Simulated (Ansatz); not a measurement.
| atom | x (Å) | y (Å) | z (Å) |
| --- | --- | --- | --- |
| Ga | -0.0241 | 0.8814 | -0.6403 |
| H | 0.3669 | -0.7168 | 2.6067 |
| C | 1.7245 | 0.0349 | -0.9341 |
| H | 1.7043 | -1.0173 | -0.6382 |
| H | 1.9978 | 0.0650 | -1.9927 |
| H | 2.5143 | 0.5333 | -0.3680 |
| H | -1.4137 | 0.3653 | -1.1581 |
| N | -0.0771 | 2.4181 | 0.3402 |
| H | 0.7357 | 2.8783 | 0.7224 |
| H | -0.9197 | 2.9356 | 0.5371 |
| H | 0.2491 | -0.0010 | 2.4338 |

Level of theory: RKS PBE0-D4/def2-mTZVP in Ansatz 0.2.0.

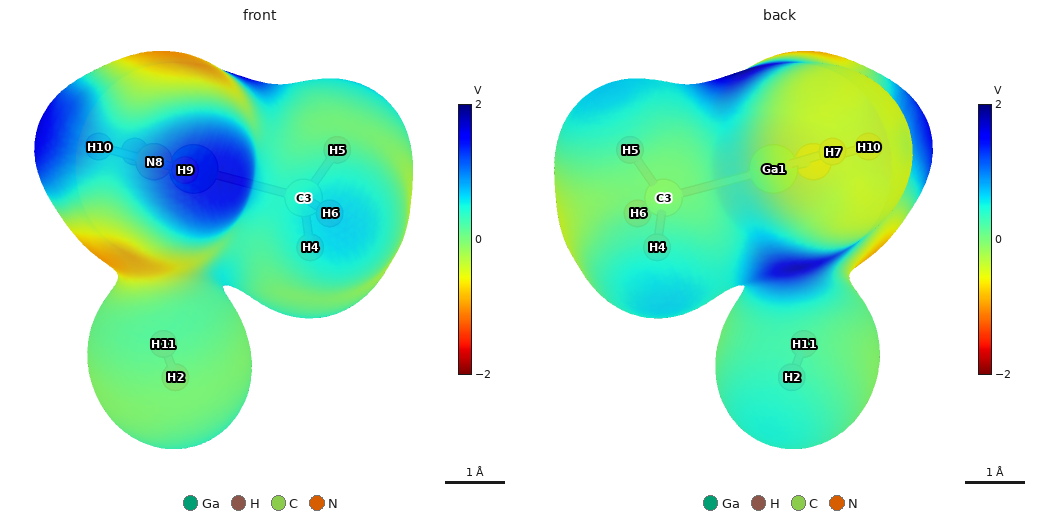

CH6GaN···H2. The molecular electrostatic potential painted on the density surface at 0.002 e/bohr³, seen from the front and from behind; red is negative and blue positive.

> Which sites attract a positive test charge, and which a negative one?

A positive charge is drawn to the negative regions and a negative charge to the positive ones. The most negative region (about −1.0 V, or −23 kcal/mol for a unit charge) lies over N8, the most positive (about +1.7 V, or +39 kcal/mol for a unit charge) over Ga1.
